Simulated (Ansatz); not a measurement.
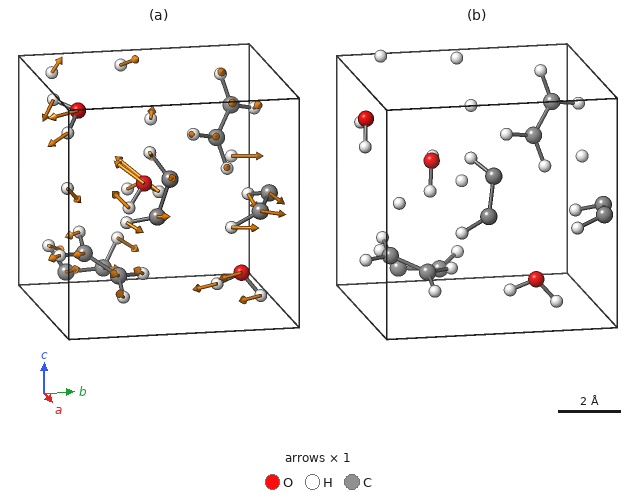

The structure of an amorphous cell of composition H₂₆C₁₀O₃ before (left) and after (right) a relaxation, at one scale. The orange arrows give the displacements, at their true length.

The picture is a ball-and-stick view of the cell of the calculation (origin shifted), seen slightly off an axis.

The cell holds 3 H2O + 5 C2H4. The run prepares the start of a later molecular dynamics calculation, from a guessed geometry.

The calculation used DFT PBE, scalar-relativistic, plane waves, PAW (Ansatz). Set-up: plane-wave cutoff 420 eV; k-point mesh 1 × 1 × 1; occupations fermi dirac; smearing width 0.05 eV; no spin polarisation; atoms relaxed in a fixed cell; force threshold 0.3 eV/Å; at most 15 steps.

Q: Describe what moved and what it gained.

A: The relaxation stopped without meeting its thresholds, so the last structure isn't shown to be converged. It used up its limit of 15 steps. The energy falls by 50.7 meV per atom in 14 geometry steps. The largest force component goes from 0.72 to 0.92 eV/Å. The forces were under the threshold at step 11, but the run went on from there. The atom that moves furthest is an H atom (2.01 Å roughly along [−1 −1 1]). By element the largest moves are H 2.01 Å, O 1.37 Å, C 0.86 Å. The cell stays as it was. Some distances before and after: H–O 0.969 → 0.995 Å, C–H 1.085 → 1.097 Å, H–O 0.969 → 0.975 Å.

Limits of the set-up: the periodic images lie only 7.7 Å apart, so the values are limited by the cell's size.
